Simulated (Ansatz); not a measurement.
System: body-centred tetragonal In. Method: PBEsol (PAW; Ansatz, a first-principles code).

Numerical settings: plane-wave cutoff 520 eV, 24×24×24 k mesh, Fermi–Dirac smearing 0.05 eV, scalar-relativistic PAW data made under PBE.

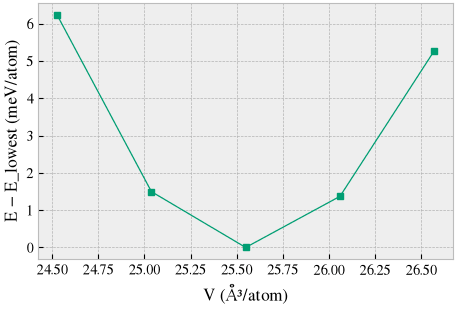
Total energy against volume

Q: From the curve, estimate the equilibrium volume and the bulk modulus.

A: V0 ≈ 25.5 Å³/atom and B0 ≈ 45 GPa; the fit gives V0 = 25.549 Å³/atom, B0 = 44.9 GPa, B′ = 5.1.

Shape and atoms are relaxed at each volume.

Measured, for comparison: bulk modulus 44.7 GPa (copied from a table, unchecked, extrapolated to 0 K and zero-point effects removed; as tabulated in Lejaeghere et al. (2013), arXiv:1204.2733). Computed (rounded) less measured: bulk modulus not scored (unchecked).

Note: the bulk modulus comes from volumes at which shape and atoms were relaxed.

Spin–orbit coupling is not included.

Static lattice: no zero-point or thermal effects.
